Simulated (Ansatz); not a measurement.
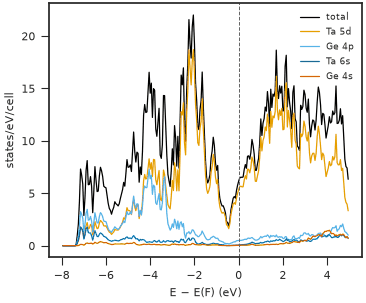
Figure. Total and projected density of states of Ta$_{5}$Ge$_{3}$ in space group I4/mcm (No. 140; Ta on 16l, Ta on 4c, Ge on 8h, Ge on 4a), DFT-r²SCAN in the program Ansatz with PAW potentials

Which orbitals carry the states next to the Fermi level?

Within 0.5 eV of the Fermi level: Ta 5d 86 %, Ge 4p 8 %. Projections are on Löwdin-orthogonalised atomic valence shells; empty p or d shells of many metals are not among them.

Where is the tallest occupied peak in this window, and what makes it?

Near -2.1 eV, about 22 states/eV per cell; the largest projected share is Ta 5d.

The workflow started from a Materials Project entry (that database holds measured and hypothetical structures alike); the Crystallography Open Database copy checked does not list it. Its standing as an ambient phase is unchecked. Symmetry was held in the r²SCAN relaxation; its stability against distortions is not shown here. The run is not spin-polarised. Scalar-relativistic: spin–orbit coupling is off unless named, which matters more the heavier the elements.

Potentials: the earlier of the program's two PAW sets.
